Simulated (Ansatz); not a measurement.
## CuAu (P4/mmm): the Drude term of Re ε in the infrared

Re ε of CuAu (P4/mmm) along x at low photon energies is read from one computed spectrum; the carriers' damping was typed as γ = 0.05 eV. x, y and z are the Cartesian axes of the input cell.

Symmetry: P4/mmm, No. 123, tetragonal system. Conventional cell: a = 2.811 Å, b = 2.811 Å, c = 3.685 Å, α = 90.00°, β = 90.00°, γ = 90.00°. Au on site a is surrounded by 8 Cu at 2.71 Å and 4 Au at 2.81 Å. Around Cu on site d lie 8 Au at 2.71 Å and 4 Cu at 2.81 Å.

Method: Ansatz 0.2.0, LDA, independent particles, k-mesh 14×14×12 with interpolation inside its cells, Gaussian parameter 0.1 eV.

Launch of the response step: `ansatz run input.yaml --threads 4 --pin off --max-ram 8192MiB --backend cpu --events-out ev --progress --plain --runs-dir out`. The run took 81 s, on 4 threads of Intel(R) Xeon(R) Processor @ 2.70GHz, on a shared host.

```
photon energy E (eV)  wavelength (µm)    Re ε
                0.25             4.96       ?
                0.30             4.13  -593.4
                0.35             3.54  -431.7
                0.40             3.10  -336.7
                0.50             2.48  -237.8
                0.60             2.07  -184.0
                0.70             1.77  -144.3
```

A Drude term over a constant background gives Re ε = ε_b − ωp²/(E² + γ²), linear in 1/(E² + γ²).

Working, on the rows shown:

| x = 1/(E² + γ²) (eV⁻²) | y = Re ε |
| --- | --- |
| 10.8108 | -593.4 |
| 8 | -431.7 |
| 6.15385 | -336.7 |
| 3.9604 | -237.8 |
| 2.75862 | -184 |
| 2.03046 | -144.3 |

Means: x̄ = 5.619, ȳ = -321.32. Σ(x − x̄)(y − ȳ) = -2850, Σ(x − x̄)² = 56.72. Slope = -2850 / 56.72 = -50.25; intercept = ȳ − slope · x̄ = -38.963. The line misses the rows shown by at most 11.

Task: Fill in the last column of the withheld row.

Result: At x = 15.385 the line gives y = -812.03. The run gave -874.5, so the extrapolation is off by 62, 9 % of the range in the table. Beyond its data the fit drifts from the curve.

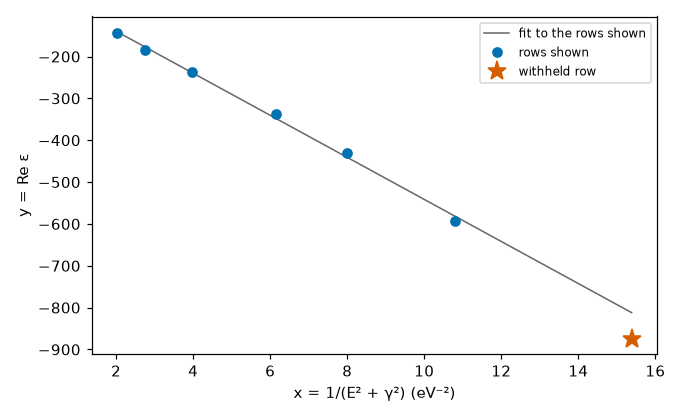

Refitted with all rows, the slope is -54.03 and the intercept -21.4. These give ωp = √(−slope) = 7.35 eV, against 7.91 eV from the program's Fermi-surface sum, and an intercept of -21.4. Taking the program's Drude term off the rows leaves 87 at the lowest energy and -17 at the highest, so the background isn't constant: interband transitions lie in or near the window, and neither fitted number can be trusted. The cell comes from an older database entry, whose edges can be off by a per cent or so. The values come from a sum over the points of one k-mesh and carry its error, which is largest for Fermi-surface quantities. Spin-orbit coupling is left out.

[Logs are printed without paths, hosts, clocks, repeated set-up lines and the standing remarks that a program may print on its own settings, such as how far it seeks lower states.]
